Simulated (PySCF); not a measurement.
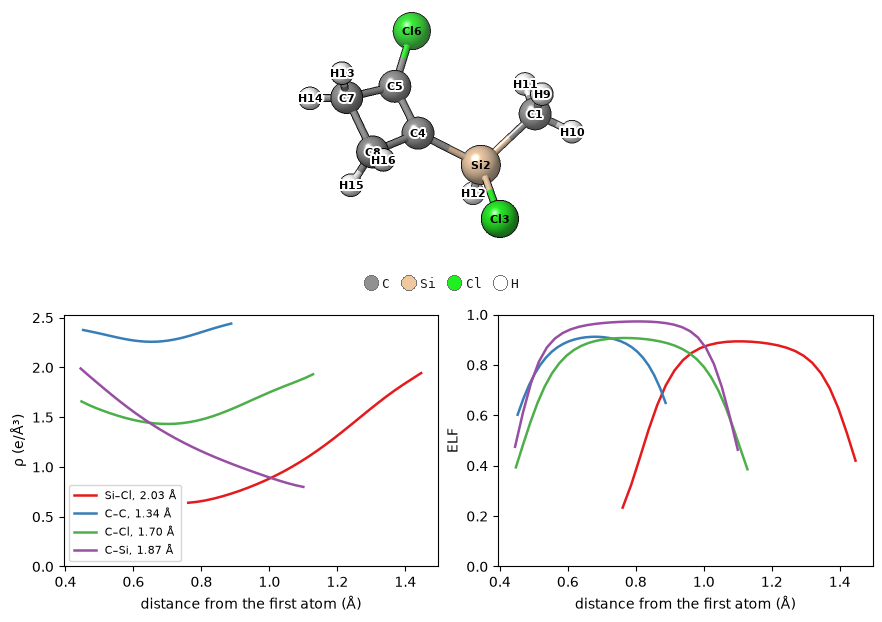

The picture shows: C$_{5}$H$_{8}$Cl$_{2}$Si. Electron density and ELF along straight lines between neighbouring atoms. The curves leave out the atomic cores. The structure is drawn too.

Geometry: GFN2-xTB.

These are results of PySCF 2.14.0, CAM-B3LYP/def2-SVPD, SCF density, gas phase, not measurements.

Input

```
{"job": {"kind": "uv", "xc": "CAM-B3LYP", "basis": "def2-SVPD", "nstates": 8, "ntriplets": 3}, "charge": 0, "multiplicity": 1}
C      2.606376     0.478709     0.166439
Si     1.343030    -0.865319    -0.273973
Cl     1.476058    -2.399099     1.049241
C     -0.398768    -0.191757    -0.141150
C     -0.985931     0.992674    -0.359070
Cl    -0.415142     2.510986    -0.878565
C     -2.372718     0.563210     0.004530
C     -1.722901    -0.816889     0.270328
H      2.449754     0.855450     1.174062
H      3.623527     0.101495     0.108492
H      2.526268     1.320189    -0.513965
H      1.583942    -1.419352    -1.609586
H     -2.799462     1.055128     0.876499
H     -3.093336     0.587796    -0.810929
H     -2.067685    -1.617631    -0.379555
H     -1.760611    -1.146644     1.305790
```

Run with:

```sh
OMP_NUM_THREADS=1 python probes_run.py task.json out
```

> What kind of bonding do the profiles show?

Si–Cl (2.03 Å): ρ is about 0.91 e/Å³ halfway; the ELF peaks at about 0.90 between the atoms, as expected for a shared but strongly polarised pair.
C–C (1.34 Å): the density is about 2.3 e/Å³ at the midpoint; the ELF peaks at about 0.90 between the atoms; a multiple bond.
C–Cl (1.70 Å): the density is about 1.5 e/Å³ at the midpoint; the ELF peaks at about 0.90 between the atoms: a covalent bond.
C–Si (1.87 Å): ρ at the midpoint is about 0.97 e/Å³; the ELF peaks at about 1 between the atoms; localised, covalent bonding.
